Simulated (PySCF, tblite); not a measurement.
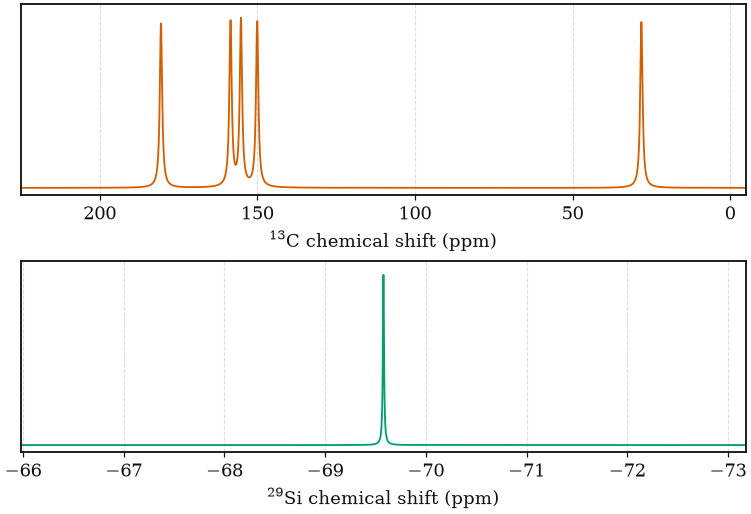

GIAO shifts, PBE0/pcSseg-1, PySCF 2.14.0, at a GFN2-xTB geometry (a minimum by its frequencies), against TMS for ¹³C and TMS for ²⁹Si computed at the same level. Gas phase, fully decoupled, line heights follow the number of nuclei, widths are arbitrary (no quadrupolar broadening); values of one conformer, averaged over methyl-type rotors and exact or near symmetry; other conformers aren't averaged in.

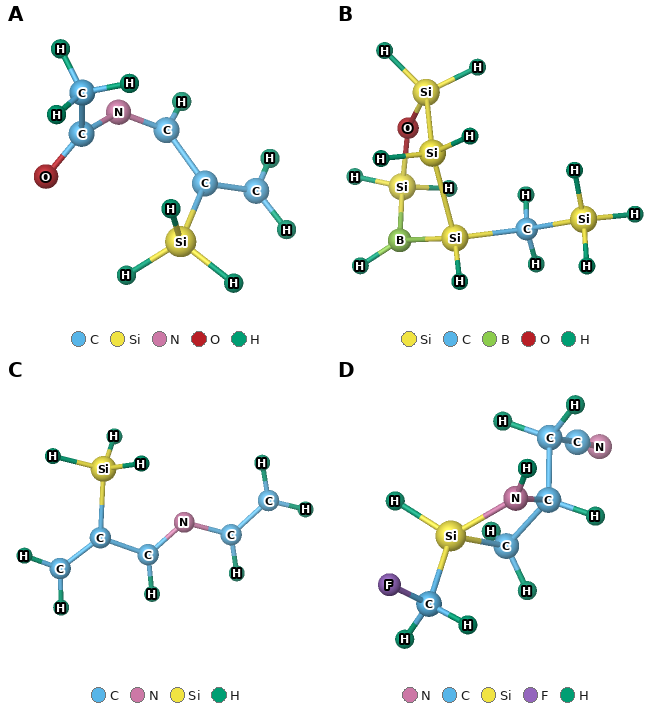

**Which structure fits the spectrum? The candidates are drawn in the second picture.**

Structure A, C₅H₉NOSi, SMILES C=C([SiH3])/C=N\C(C)=O. Its ¹³C signals: 180.6 (1 C), 158.5 (1 C), 155.2 (1 C), 150.1 (1 C), 28.2 (1 C) ppm. Its ²⁹Si signals: −69.6 (1 Si) ppm.

Note: the tight-binding geometry is rougher than a DFT one and adds to the error.
